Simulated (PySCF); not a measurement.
**C2H9FO2Si2: density, localisation and related maps**

```json
{"atom": "C", "x (Å)": "-2.6282", "y (Å)": "-0.0302", "z (Å)": "-0.0902"}
{"atom": "C", "x (Å)": "-1.7195", "y (Å)": "-0.8952", "z (Å)": "0.7677"}
{"atom": "O", "x (Å)": "-0.3708", "y (Å)": "-0.5148", "z (Å)": "0.6900"}
{"atom": "Si", "x (Å)": "0.6023", "y (Å)": "-0.2759", "z (Å)": "-0.5603"}
{"atom": "F", "x (Å)": "0.1237", "y (Å)": "1.0191", "z (Å)": "-1.3890"}
{"atom": "O", "x (Å)": "2.0503", "y (Å)": "0.0230", "z (Å)": "0.0441"}
{"atom": "Si", "x (Å)": "3.1644", "y (Å)": "0.9030", "z (Å)": "0.8346"}
{"atom": "H", "x (Å)": "-2.5044", "y (Å)": "1.0159", "z (Å)": "0.1765"}
{"atom": "H", "x (Å)": "-3.6644", "y (Å)": "-0.3194", "z (Å)": "0.0613"}
{"atom": "H", "x (Å)": "-2.3735", "y (Å)": "-0.1477", "z (Å)": "-1.1401"}
{"atom": "H", "x (Å)": "-1.8075", "y (Å)": "-1.9460", "z (Å)": "0.4660"}
{"atom": "H", "x (Å)": "-1.9985", "y (Å)": "-0.8111", "z (Å)": "1.8235"}
{"atom": "H", "x (Å)": "0.7301", "y (Å)": "-1.3530", "z (Å)": "-1.5151"}
{"atom": "H", "x (Å)": "4.2983", "y (Å)": "-0.0144", "z (Å)": "0.9175"}
{"atom": "H", "x (Å)": "3.4492", "y (Å)": "2.0837", "z (Å)": "0.0209"}
{"atom": "H", "x (Å)": "2.6410", "y (Å)": "1.2718", "z (Å)": "2.1486"}
```

Geometry: GFN2-xTB.

All numbers below come from PySCF, PBE0/pcSseg-1, SCF density, gas phase, non-relativistic.

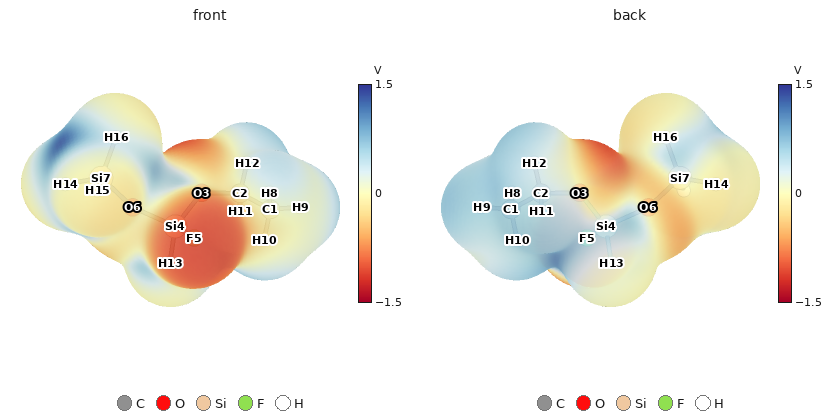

Figure 1. The electrostatic potential painted on the density surface at 0.001 e/bohr³, seen from the front and from behind; the colour scale runs from red (negative) to blue (positive).

Which sites attract a positive test charge, and which a negative one?

Answer. A positive charge is drawn to the negative regions and a negative charge to the positive ones. The most negative region (about −1.0 V) lies over F5, the most positive (about +1.2 V) over Si7.

What dipole moment does the calculation give?

Answer. Its dipole moment is 1.55 D.

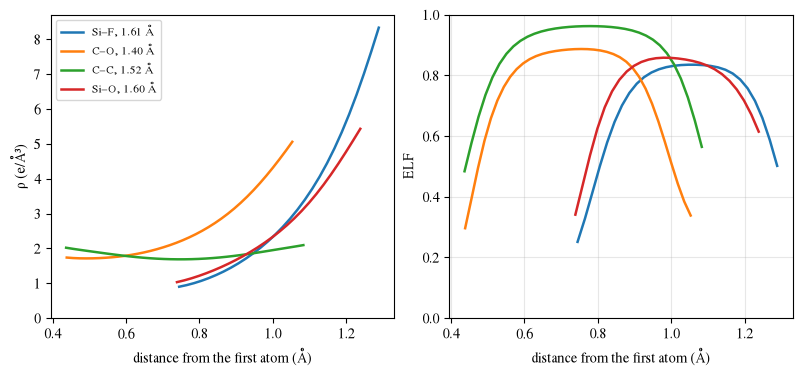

Figure 2. Electron density and electron localisation function along straight lines between neighbouring atoms. The curves leave out the atomic cores.

Compare the contacts.

Answer. Si–F (1.61 Å): ρ is about 1.1 e/Å³ halfway; the ELF peaks at about 0.85 in the valence shell of F, 0.6 Å from its nucleus, and is about 0.50 at the midpoint.
C–O (1.40 Å): ρ at the midpoint is about 2 e/Å³, with its minimum of 1.7 e/Å³ about 0.5 Å from C; the ELF peaks at about 0.90 between the atoms (a polar covalent bond).
C–C (1.52 Å): the density is about 1.7 e/Å³ at the midpoint; the ELF peaks at about 0.95 between the atoms, as expected for localised, covalent bonding.
Si–O (1.60 Å): the density is about 1.2 e/Å³ at the midpoint; the ELF peaks at about 0.85 between the atoms; a polar covalent bond.
